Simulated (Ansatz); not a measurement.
# SiH4O (silanol) at r2SCAN/cc-pVTZ

What is the energy change on altering one bond length of SiH4O (silanol) at r2SCAN/cc-pVTZ? 

Program for the calculation: Ansatz 0.2.0.

47 further runs of the same task are left out: 47 set aside as unsound or not needed.

**1. The system as given**

The species is SiH4O (6 atoms), meant as a singlet with charge 0. SMILES: `O[SiH3]`. The coordinates come from a PBE0-D4/def2-TZVP relaxation.

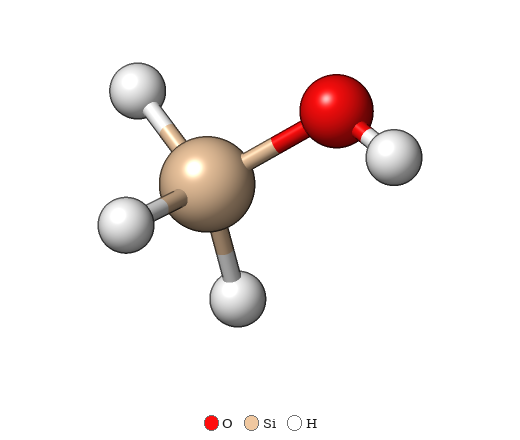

Viewed from a chosen angle; oxygen red, silicon light orange, hydrogen white.

**2. A single-point energy at r2SCAN/cc-pVTZ**

Input file in.yaml:

```yaml
crystal:
  periodic: [false, false, false]
  atoms:
    - symbol: O
      position_ang: [0.636700, -1.030300, 0.419000]
    - symbol: Si
      position_ang: [-0.035700, 0.346500, -0.187000]
    - symbol: H
      position_ang: [0.069100, -1.629200, 0.904700]
    - symbol: H
      position_ang: [-1.128300, 0.045700, -1.152800]
    - symbol: H
      position_ang: [1.060500, 1.064900, -0.875600]
    - symbol: H
      position_ang: [-0.602300, 1.202400, 0.891700]
basis:
  gaussian:
    orbitals: cc-pVTZ
hamiltonian:
  xc: r2scan
accuracy: high
output: {orbitals: {seedname: orbitals}}
```

On the command line:

```
$ ansatz run in.yaml --threads 1 --pin off --max-ram 3480MiB --events-out events.jsonl --progress --plain --runs-dir runs
```

The program printed:

```text
Warning: RAYON_NUM_THREADS=1 ignored (pool sized by the plan → 1); use --threads N
Functional definition: r2SCAN
  name "r2SCAN"
  parameter k0 = 0.174
  parameter k1 = 0.065
  parameter a1 = 4.9479
  exchange = r2scan_x(k0 = k0, k1 = k1, a1 = a1)
  correlation = r2scan_c
2072 factors; integrals over basis functions are off by at most 3.5e-9 eV
mean field evaluation 1: about -9985.4085 eV, gradient 5.4e1 eV
mean field evaluation 2: about -9970.2046 eV, gradient 1.0e2 eV
mean field evaluation 4: about -9990.0247 eV, gradient 2.0e0 eV
mean field evaluation 8: about -9990.0324 eV, gradient 8.7e-2 eV
mean field evaluation 16: about -9990.0324 eV, gradient 3.4e-6 eV
mean field -9990.03244182 eV, -367.1269207497 hartree, gradient 1.5e-8 eV, S^2 0.000000; 0 other end points of the search recorded, 0 dependent functions left out
reference -9990.03244263 eV, -367.1269207794 hartree; 13, 13 occupied and 107, 107 virtual orbitals, 2072 factors
Total energy: -9990.03244263 eV, -367.1269207794 hartree
```

Run time: 12 s. Hardware: 1 thread of Arm Neoverse V1, shared host; peak memory 0.33 GiB.

**3. The distorted shape at the same level**

Input file in.yaml:

```yaml
crystal:
  periodic: [false, false, false]
  atoms:
    - {symbol: O, position_ang: [1.317795, -0.311646, -0.163819]}
    - {symbol: Si, position_ang: [0.645395, 1.065154, -0.769819]}
    - {symbol: H, position_ang: [0.069100, -1.629200, 0.904700]}
    - {symbol: H, position_ang: [-0.447205, 0.764354, -1.735619]}
    - {symbol: H, position_ang: [1.741595, 1.783554, -1.458419]}
    - {symbol: H, position_ang: [0.078795, 1.921054, 0.308881]}
basis:
  gaussian:
    orbitals: cc-pVTZ
hamiltonian:
  xc: r2scan
accuracy: high
output:
  orbitals: {seedname: orbitals}
```

On the command line:

```
$ ansatz run in.yaml --threads 1 --pin off --max-ram 3480MiB --events-out events.jsonl --progress --plain --runs-dir runs
```

The program printed:

```text
Warning: RAYON_NUM_THREADS=1 ignored (pool sized by the plan → 1); use --threads N
[... 7 set-up lines as earlier in the session ...]
2044 factors; integrals over basis functions are off by at most 3.1e-9 eV
mean field evaluation 1: about -9973.7782 eV, gradient 6.6e1 eV
mean field evaluation 2: about -9887.4353 eV, gradient 1.7e2 eV
mean field evaluation 4: about -9982.0112 eV, gradient 1.9e1 eV
mean field evaluation 8: about -9984.6374 eV, gradient 4.3e0 eV
mean field evaluation 16: about -9984.6883 eV, gradient 4.5e-4 eV
mean field evaluation 32: about -9981.9880 eV, gradient 2.7e1 eV
mean field -9984.68828302 eV, -366.9305265362 hartree, gradient 1.4e-8 eV, S^2 0.000000; 1 other end points of the search recorded, 0 dependent functions left out
reference -9984.68828387 eV, -366.9305265676 hartree; 13, 13 occupied and 107, 107 virtual orbitals, 2044 factors
Total energy: -9984.68828387 eV, -366.9305265676 hartree
```

Wall time 13 s (1 thread of Arm Neoverse V1, shared host); peak memory 0.32 GiB.

**4. Outcome**

At r2SCAN/cc-pVTZ:

| quantity | value |
| --- | --- |
| first shape: total energy | -367.12692 Eh |
| first shape: HOMO energy | -7.53 eV |
| first shape: LUMO energy | -0.15 eV |
| first shape: HOMO–LUMO gap | 7.37 eV |
| distorted shape: total energy | -366.93053 Eh |
| distorted shape: HOMO energy | -7.10 eV |
| distorted shape: LUMO energy | -6.15 eV |
| distorted shape: HOMO–LUMO gap | 0.96 eV |
| energy change with the O1–H3 bond stretched from 0.957 to 2.106 Å | 5.344 eV |

**Reading.** One bond (distorted shape) is far stretched, which a spin-restricted single reference describes badly; a broken-symmetry solution may lie lower. With the O1–H3 bond stretched from 0.957 to 2.106 Å the energy rises by 5.34 eV (123 kcal/mol). The first shape isn't relaxed at this level, so the change isn't measured from a minimum. A restricted reference can't describe the breaking bond well at this length.
